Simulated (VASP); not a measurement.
Band structure of WSi (relaxed from the CsCl type structure, space group Pm-3m). Computed with PBE GGA, VASP's PBE PAW potentials (set 64) (plane waves; VASP).

Unless said otherwise, spin-orbit coupling is left out, though it shifts the bands of the heavy elements here.

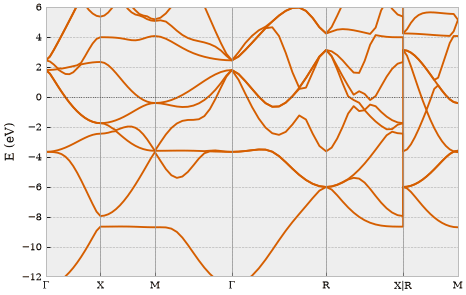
Figure: Bands along high-symmetry lines, zero at the valence-band maximum or, without a gap, the Fermi level

### Question
Read the plot: is there a gap, and where are the band edges?

### Answer
It has no gap at this level: it comes out as a metal or semimetal. (Edges off the drawn lines would not show.)

The structure was generated: WSi was put into the CsCl type type (Pm-3m), which need not be its known phase. It was relaxed first, which changed the volume by -36 %.
